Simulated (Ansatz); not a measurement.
Run report: SiAsN2H7, single-point calculation

SiAsN2H7, SMILES N[AsH]N[SiH3], computed with RKS PBE0-D4/def2-TZVPP (Ansatz 0.2.0).

The geometry comes from this level: PBE0-D4/def2-TZVP.

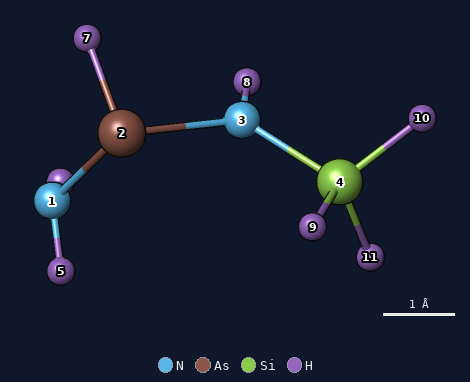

Figure 1. The structure as given in the input (ball-and-stick view, seen at a tilt; atoms are numbered from 1 in the order of the input). Bond lengths as drawn: As–H 1.53 Å, As–N 1.84 to 1.85 Å, H–N 1.01 Å, H–Si 1.49 Å and N–Si 1.72 Å.

Key numbers:

| quantity | value |
| --- | --- |
| outcome | converged |
| total energy | −71801.1545 eV |
| mean-field energy | −71800.9455 eV |
| dispersion energy | −0.2091 eV |
| SCF solution under orbital rotations | stable |
| HOMO | −7.14 eV |
| LUMO | −0.15 eV |
| hardware | 4 threads of Arm Neoverse N1, 23 GiB of memory available, shared host |
| wall time | 6 s (CPU time 22 s) |
| peak memory | 0.69 GiB |

Input:
```yaml
crystal:
  periodic: [false, false, false]
  atoms:
    - {symbol: N, position_ang: [-1.479408, 1.827628, -0.097048]}
    - {symbol: As, position_ang: [0.311210, 1.456454, 0.125734]}
    - {symbol: N, position_ang: [0.565543, -0.287517, -0.451827]}
    - {symbol: Si, position_ang: [0.820490, -1.629532, 0.594773]}
    - {symbol: H, position_ang: [-2.039687, 1.514994, 0.683600]}
    - {symbol: H, position_ang: [-1.899198, 1.516140, -0.962282]}
    - {symbol: H, position_ang: [0.684263, 2.071636, -1.219991]}
    - {symbol: H, position_ang: [0.392881, -0.460799, -1.431127]}
    - {symbol: H, position_ang: [1.104215, -1.066578, 1.940018]}
    - {symbol: H, position_ang: [1.966611, -2.465322, 0.142288]}
    - {symbol: H, position_ang: [-0.361419, -2.534005, 0.696363]}
basis:
  gaussian: {orbitals: def2-TZVPP}
hamiltonian: {xc: pbe0, dispersion: d4}
output: {orbitals: {seedname: orbitals}}
```

Launch command:
```bash
ansatz run in.yaml --threads 4 --pin off --events-out ev --progress --plain --max-ram 10444MiB
```

Output:
```
Functional definition: PBE0
  name "PBE0"
  cite "Adamo & Barone, J. Chem. Phys. 110, 6158 (1999) doi:10.1063/1.478522"
  cite "Perdew, Burke & Ernzerhof, Phys. Rev. Lett. 77, 3865 (1996) doi:10.1103/PhysRevLett.77.3865"
  parent pbe
  parameter a = 0.25
  parameter kappa = 0.804
  parameter beta = 0.06672455060314922
  exchange = (1 - a)*pbe_x(kappa = kappa, mu = beta*pi^2/3) + a*exact_x
  correlation = pbe_c(beta = beta)
1437 factors; their error is unknown
mean field evaluation 1: about -71789.7028 eV, gradient 7.8e1 eV
mean field evaluation 2: about -71771.5956 eV, gradient 1.1e2 eV
mean field evaluation 4: about -71800.5995 eV, gradient 6.3e0 eV
mean field evaluation 8: about -71800.6790 eV, gradient 2.1e-1 eV
mean field evaluation 16: about -71800.9454 eV, gradient 2.8e-4 eV
mean field -71800.94542124 eV, -2638.6360758018 hartree, gradient 5.8e-5 eV, S^2 0.000000; 0 other end points of the search recorded, 0 dependent functions left out
reference -71800.94545461 eV, -2638.6360770281 hartree; 34, 34 occupied and 216, 216 virtual orbitals, 1437 factors
Total energy: -71801.15452137 eV, -2638.6437600899 hartree
```

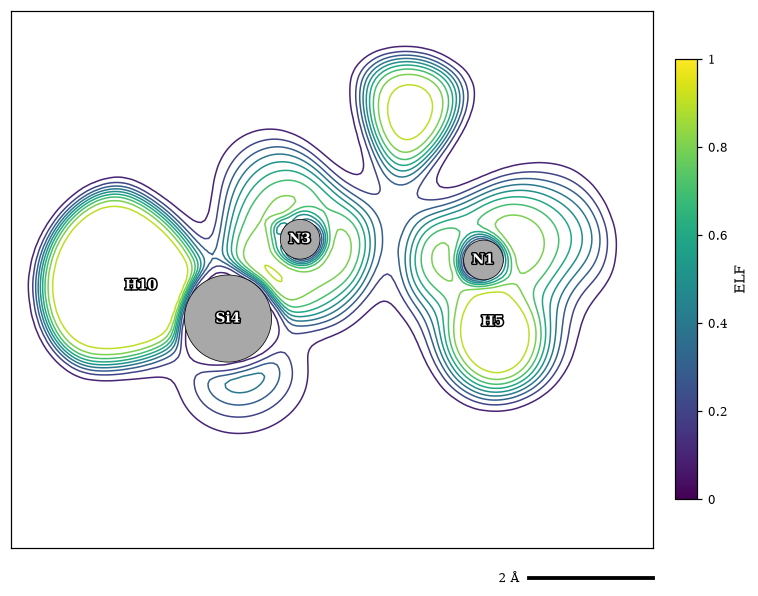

Figure 2. Electron localisation function on the plane of atoms N3, Si4 and H10. Grey discs, where drawn, cover atomic cores. Atoms in the plane: N, Si and H. Si–H (1.49 Å): the ELF climbs to about 1 towards the hydrogen.

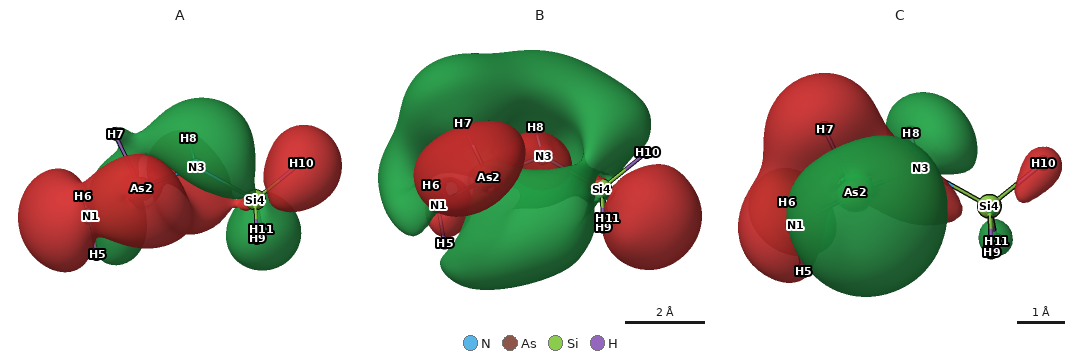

Figure 3. Three frontier orbitals at ±0.05 Å⁻³ᐟ² (green and red are the two phases). C is the HOMO−1 (−7.58 eV). A is the HOMO (−7.14 eV). By Hirshfeld shares it lies mainly on N3 (35 %), N1 (30 %), As2 (15 %) and Si4 (10 %). B is the LUMO (−0.15 eV). Its weight (Hirshfeld) is mainly on As2 (30 %), Si4 (20 %), H8 (10 %), N3 (10 %) and H7 (10 %). The HOMO–LUMO gap is 6.99 eV between the orbital energies.

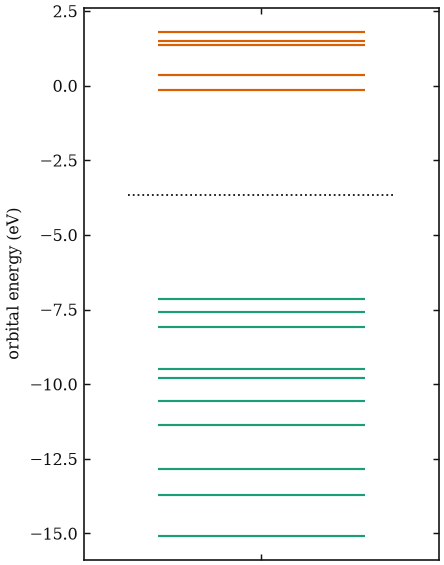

Figure 4. Orbital energies near the frontier; the dotted line parts filled from empty levels, and levels within 0.02 eV of each other stand side by side. Highest filled −7.14 eV, lowest empty −0.15 eV, 6.99 eV apart.
